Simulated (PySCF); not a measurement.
# H2O2 (hydrogen peroxide) at B3LYP/ANO-RCC-MB (sfX2C)

Aim: the vertical ionisation energy of H2O2 (hydrogen peroxide) at B3LYP/ANO-RCC-MB (sfX2C), from 2 runs. Input form: a Python script.

The results are computed with PySCF 2.14.0.

**1. The molecule**

H2O2 has 4 atoms, charge 0, and is taken as a singlet. As SMILES, `OO`. The coordinates come from a PBE0-D4/def2-TZVP relaxation.

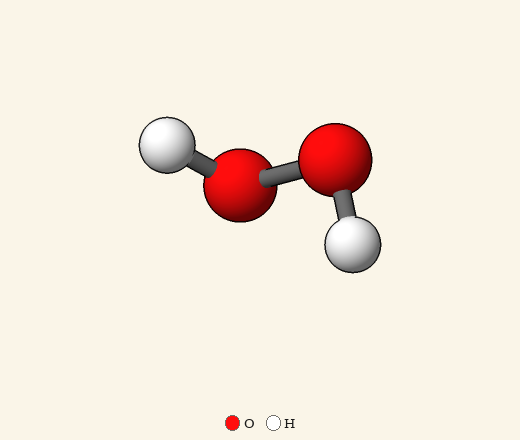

Viewed from a chosen angle; oxygen red, hydrogen white.

**2. The energy at B3LYP/ANO-RCC-MB (sfX2C)**

Contents of input.py:

```python
from pyscf import gto, dft

mol = gto.M(
    atom='''
O     -0.919919    -1.098120     0.057826
O      0.091274     1.376477     0.390984
H      0.352245    -2.110824     0.883258
H      0.476400     1.832656    -1.332068
''',
    basis='ano-rcc-mb',
    verbose=3,
    unit='bohr',
    max_memory=1860,
)

mf = dft.RKS(mol, xc='b3lyp')
mf = mf.x2c()
mf.conv_tol = 1e-10
mf.grids.level = 4
mf.kernel()
if not mf.converged:
    mf = mf.newton().run(mf.mo_coeff, mf.mo_occ)

energy = mf.e_tot
print('E(%s) = %.9f' % ('B3LYP', energy))
```

The run is started by

```
OMP_NUM_THREADS=1 python input.py
```

Output:

```text
converged SCF energy = -151.555891819216
E(B3LYP) = -151.555891819
```

Wall time 1.4 s (1 thread of Intel Xeon 6975P-C (Granite Rapids), shared host); peak memory 0.16 GiB.

**3. The doublet cation at the same level**

Contents of input.py:

```python
from pyscf import gto, dft

mol = gto.Mole()
mol.atom = '''
O       -0.486800      -0.581100       0.030600
O        0.048300       0.728400       0.206900
H        0.186400      -1.117000       0.467400
H        0.252100       0.969800      -0.704900
'''
mol.basis = 'ano-rcc-mb'
mol.verbose = 4
mol.max_memory = 1860
mol.spin = 1
mol.charge = 1
mol.build()

mf = dft.UKS(mol)
mf.xc = 'b3lyp'
mf = mf.x2c()
mf.conv_tol = 1e-10
mf.grids.level = 4
mf.kernel()
if not mf.converged:
    mf = mf.newton().run(mf.mo_coeff, mf.mo_occ)

etot = mf.e_tot
print(f'total energy: {etot:.8f} hartree')
```

The run is started by

```
OMP_NUM_THREADS=1 python input.py
```

Output:

```text
PySCF version 2.14.0

[INPUT] num. atoms = 4
[INPUT] num. electrons = 17
[INPUT] charge = 1
[INPUT] spin (= nelec alpha-beta = 2S) = 1
[INPUT] symmetry False subgroup None
[INPUT] Mole.unit = angstrom
[INPUT] Symbol           X                Y                Z      unit          X                Y                Z       unit  Magmom
[INPUT]  1 O     -0.486800000000  -0.581100000000   0.030600000000 AA   -0.919918677438  -1.098119850985   0.057825619412 Bohr   0.0
[INPUT]  2 O      0.048300000000   0.728400000000   0.206900000000 AA    0.091273771816   1.376476509133   0.390984335173 Bohr   0.0
[INPUT]  3 H      0.186400000000  -1.117000000000   0.467400000000 AA    0.352244949619  -2.110824081139   0.883257990622 Bohr   0.0
[INPUT]  4 H      0.252100000000   0.969800000000  -0.704900000000 AA    0.476399956003   1.832656395603  -1.332067945206 Bohr   0.0

nuclear repulsion = 37.2831187913281
number of shells = 6
number of NR pGTOs = 98
number of NR cGTOs = 12
basis = ano-rcc-mb
ecp = {}

******** <class 'pyscf.x2c.sfx2c1e.sfX2C1eUKS'> ********
method = sfX2C1eUKS
initial guess = minao
damping factor = 0
level_shift factor = 0
DIIS = <class 'pyscf.scf.diis.CDIIS'>
diis_start_cycle = 1
diis_space = 8
diis_damp = 0
SCF conv_tol = 1e-10
SCF conv_tol_grad = None
SCF max_cycles = 50
direct_scf = True
direct_scf_tol = 1e-13
number electrons alpha = 9  beta = 8
XC library pyscf.dft.libxc version 7.0.0
    S. Lehtola, C. Steigemann, M. J.T. Oliveira, and M. A.L. Marques.,  SoftwareX 7, 1–5 (2018)
XC functionals = b3lyp
    P. J. Stephens, F. J. Devlin, C. F. Chabalowski, and M. J. Frisch.,  J. Phys. Chem. 98, 11623 (1994)
radial grids:
    Treutler-Ahlrichs [JCP 102, 346 (1995); DOI:10.1063/1.469408] (M4) radial grids

becke partition: Becke, JCP 88, 2547 (1988); DOI:10.1063/1.454033
pruning grids: <function nwchem_prune>
grids dens level: 4
symmetrized grids: False
atomic radii adjust function: <function treutler_atomic_radii_adjust>
small_rho_cutoff = 0

******** <class 'pyscf.x2c.sfx2c1e.SpinFreeX2CHelper'> ********
approx = 1e
xuncontract = 1
Set gradient conv threshold to 1e-05
tot grids = 87936
init E= -151.811414523513
[... the frontier-level lines of each cycle are left out ...]


cycle= 1 E= -151.06586798054  delta_E= 0.746  |g|= 0.129  |ddm|= 1.88
cycle= 2 E= -151.078863664229  delta_E= -0.013  |g|= 0.0311  |ddm|= 0.277
cycle= 3 E= -151.07962165497  delta_E= -0.000758  |g|= 0.00514  |ddm|= 0.0659
cycle= 4 E= -151.079644267475  delta_E= -2.26e-05  |g|= 0.000493  |ddm|= 0.0101
cycle= 5 E= -151.079644759186  delta_E= -4.92e-07  |g|= 0.000164  |ddm|= 0.00192
cycle= 6 E= -151.079644738774  delta_E= 2.04e-08  |g|= 0.000341  |ddm|= 0.000872
cycle= 7 E= -151.079644810502  delta_E= -7.17e-08  |g|= 2.12e-05  |ddm|= 0.000449
cycle= 8 E= -151.079644810861  delta_E= -3.59e-10  |g|= 9.79e-07  |ddm|= 4.35e-05
cycle= 9 E= -151.079644810864  delta_E= -2.61e-12  |g|= 1.89e-07  |ddm|= 4.08e-06
Extra cycle  E= -151.079644810864  delta_E= 5.68e-14  |g|= 2.36e-07  |ddm|= 7.96e-07
converged SCF energy = -151.079644810864  <S^2> = 0.75040195  2S+1 = 2.0004019
total energy: -151.07964481 hartree
```

It took 2.2 s on 1 thread of Intel Xeon 6975P-C (Granite Rapids), shared host; peak memory 0.17 GiB.

**4. Results**

Level: B3LYP/ANO-RCC-MB (sfX2C).

| quantity | value |
| --- | --- |
| singlet H2O2: total energy | -151.55589 Eh |
| singlet H2O2: dipole moment | 2.11 D |
| singlet H2O2: HOMO energy | -8.30 eV |
| singlet H2O2: LUMO energy | 0.34 eV |
| singlet H2O2: HOMO–LUMO gap | 8.63 eV |
| doublet cation: total energy | -151.07964 Eh |
| doublet cation: HOMO energy (highest over α and β) | -20.92 eV |
| doublet cation: LUMO energy (lowest over α and β) | -17.60 eV |
| doublet cation: ⟨S²⟩ | 0.750 |
| vertical ionisation energy (to the doublet cation) | 12.959 eV |

**Reading.** Removing an electron at fixed nuclei costs 12.96 eV (1250 kJ/mol). The negative HOMO energy of the first species, 8.30 eV, lies 4.66 eV below that difference. In a minimal basis such a difference can be off by several eV, whatever the method.
